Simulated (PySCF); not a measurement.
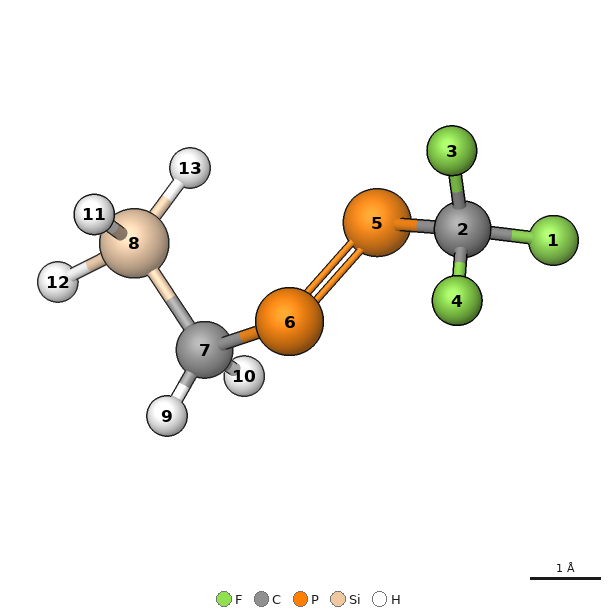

Geometry: a frame of a GFN2-xTB molecular-dynamics simulation, not a minimum.

Estimate the angles F1–C2–F3, F1–C2–F4, F1–C2–P5, C2–P5–P6, F3–C2–P5, F4–C2–P5, P5–P6–C7, P6–C7–Si8, P6–C7–H9, C7–Si8–H11, C7–Si8–H13, Si8–C7–H9.

```csv
angle,degrees
F1–C2–F3,112.5
F1–C2–F4,100.1
F1–C2–P5,109.9
C2–P5–P6,94.7
F3–C2–P5,107.8
F4–C2–P5,119.0
P5–P6–C7,105.3
P6–C7–Si8,107.5
P6–C7–H9,110.0
C7–Si8–H11,106.1
C7–Si8–H13,112.0
Si8–C7–H9,118.1
```
